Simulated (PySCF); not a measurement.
Input file:

```
{"job": {"kind": "nmr", "xc": "PBE0", "basis": "pcSseg-1"}, "charge": 0, "multiplicity": 1}
C     -1.084337     2.548138     0.425379
N     -1.474457     1.329501    -0.238292
Si    -0.983728    -0.213965     0.373258
N     -1.928896    -1.289059    -0.601826
C     -1.618554    -2.698003    -0.597711
Si     1.310748    -0.383211     0.117217
O      1.680563    -0.871235    -1.423913
O      1.699224    -1.721994     0.976458
Si     2.775516     1.335041     0.657211
H     -1.222316     3.401558    -0.242190
H     -0.031405     2.486193     0.695437
H     -1.657354     2.731234     1.341559
H     -2.437940     1.385459    -0.536034
H     -1.454434    -0.529361     1.742754
H     -2.177467    -0.975088    -1.529168
H     -1.431504    -3.005023     0.428153
H     -2.460219    -3.273136    -0.987860
H     -0.726828    -2.938292    -1.188119
H      1.482610    -0.307838    -2.164687
H      2.343382    -2.332093     0.626768
H      4.196824     0.963910     0.723139
H      2.726395     2.438724    -0.317295
H      2.469424     1.945527     1.957483
```

Command:

```sh
OMP_NUM_THREADS=1 python probes_run.py task.json out
```

Geometry: GFN2-xTB.

The calculation used PBE0/pcSseg-1, SCF density, gas phase, non-relativistic in PySCF.

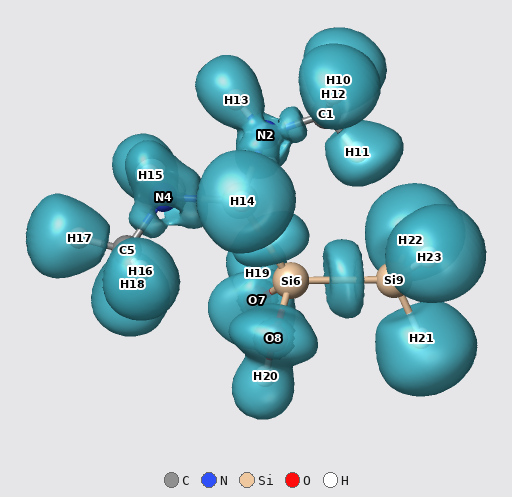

C2H14N2O2Si3 (SMILES CN[SiH](NC)[Si](O)(O)[SiH3]). Isosurface of the electron localisation function at 0.75 (cyan), seen at a tilt. Core shells and regions of very low density are left out.

### What do the ELF domains correspond to?

The ELF exceeds this value in two regions between bonded Si–Si atoms (shared pairs), ten regions around hydrogen nuclei, two joined regions spread over several atoms (H, N), in which their bonds and any lone pairs are merged and two joined regions spread over several atoms (H, O), in which their bonds and any lone pairs are merged. Along the contacts the grid gives the following. C–N (1.44 Å): the ELF peaks at about 0.90 between the atoms, as expected for a shared electron pair. Si–O (1.64 Å): the ELF peaks at about 0.85 between the atoms (a shared but strongly polarised pair).
